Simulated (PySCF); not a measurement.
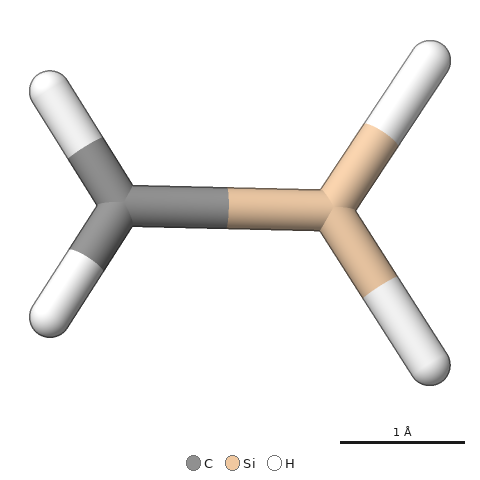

The picture shows a molecular structure as a stick model. Every bond is drawn as one stick, whatever its order.

The computed structure is the end point of a PBE0-D3(BJ)/def2-SVP optimisation. No frequency run is at hand to confirm it as a minimum.

**Give the formula.**

CH₄Si, 6 atoms: 1 carbon, 4 hydrogen and 1 silicon.

**Give a SMILES string for it.**

C=[SiH2]

**Count the bonded pairs by element.**

2 C–H, 2 Si–H, 1 C–Si.

**What is the point group of this geometry?**

C2v.

**Name some functional groups or characteristic bonds that it holds.**

Among them: Si–H bond.

More results for the same structure follow; atom numbers are the same in all pictures, views and colours differ.

## Geometry

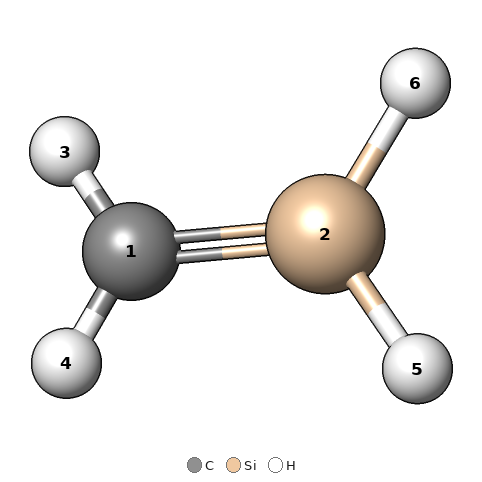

Atoms carry their numbers in the input. No frequency run is at hand to confirm it as a minimum.

Which atoms are bonded, and how long are the bonds?

```json
{"bond": "C1–Si2", "length (Å)": "1.707", "order": "double"}
{"bond": "C1–H3", "length (Å)": "1.094", "order": "single"}
{"bond": "C1–H4", "length (Å)": "1.094", "order": "single"}
{"bond": "Si2–H5", "length (Å)": "1.485", "order": "single"}
{"bond": "Si2–H6", "length (Å)": "1.485", "order": "single"}
```

## Charges

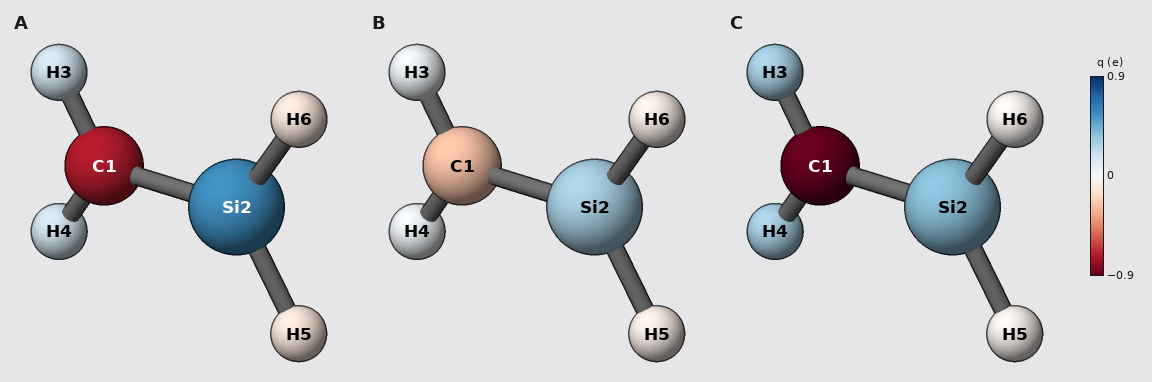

Atomic charges of one calculation by 3 schemes, on one colour scale. No frequency run is at hand to confirm it as a minimum. Level of theory: PBE0/pcSseg-1 (PySCF 2.14.0).

**The schemes are ESP-fitted, Hirshfeld, IAO. Which panel shows which?**

A IAO, B Hirshfeld, C ESP-fitted.

List the charges (e), one line for each set of equivalent atoms.

```tsv
atom	IAO	Hirshfeld	ESP-fitted
C1	−0.70	−0.25	−0.89
Si2	0.55	0.29	0.37
H3, H4	0.17	0.04	0.29
H5, H6	−0.09	−0.06	−0.03
```

## Core levels

No frequency run is at hand to confirm it as a minimum. Properties computed with delta-SCF UKS SCAN, pcX-2 on the ionised atom, pcseg-1 elsewhere, spin-free X2C (PySCF 2.14.0).

Give the core-electron binding energies (to vacuum; p and d levels without spin–orbit splitting) of C1 1s, Si2 1s, Si2 2p.

| atom | level | binding energy (eV) |
| --- | --- | --- |
| C1 | 1s | 289.5 |
| Si2 | 1s | 1846.6 |
| Si2 | 2p | 107.1 |

## Polarisability

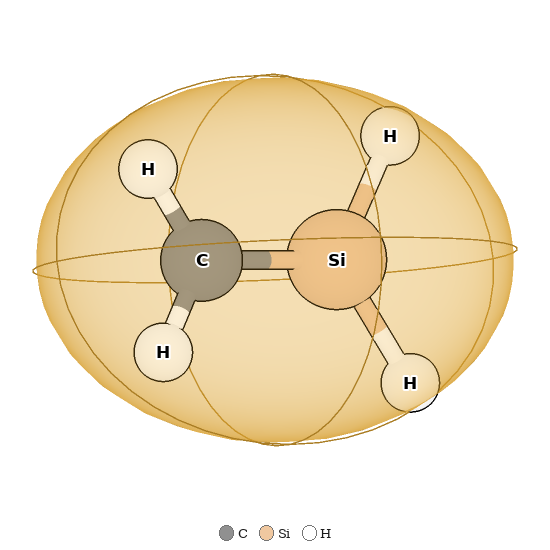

The ellipsoid shows the static dipole polarisability: its half-axes are proportional to the principal values. No frequency run is at hand to confirm it as a minimum. Computed with CAM-B3LYP/def2-SVPD (PySCF 2.14.0).

**Give the principal values, the mean and the anisotropy.**

Principal values 37.9, 40.2, 59.5 bohr³; mean 45.9 bohr³ (6.80 Å³); anisotropy 20.5 bohr³, so the longest axis is 1.57 times the shortest.

## NMR shielding

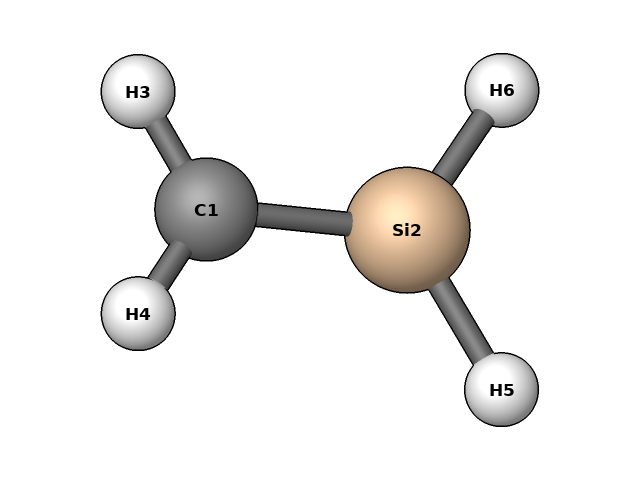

No frequency run is at hand to confirm it as a minimum. Properties computed with GIAO mPW1PW91/pcSseg-2 NMR shielding, non-relativistic, gas phase (PySCF 2.14.0). Principal shieldings σ11 ≤ σ22 ≤ σ33, span Ω = σ33 − σ11, skew κ = 3(σiso − σ22)/Ω.

Give the shielding tensors of the C atoms.

```
atom     σ11    σ22    σ33  σiso      Ω      κ
  C1  −110.2  102.1  191.9  61.2  302.1  −0.41
```

Shieldings and span in ppm.
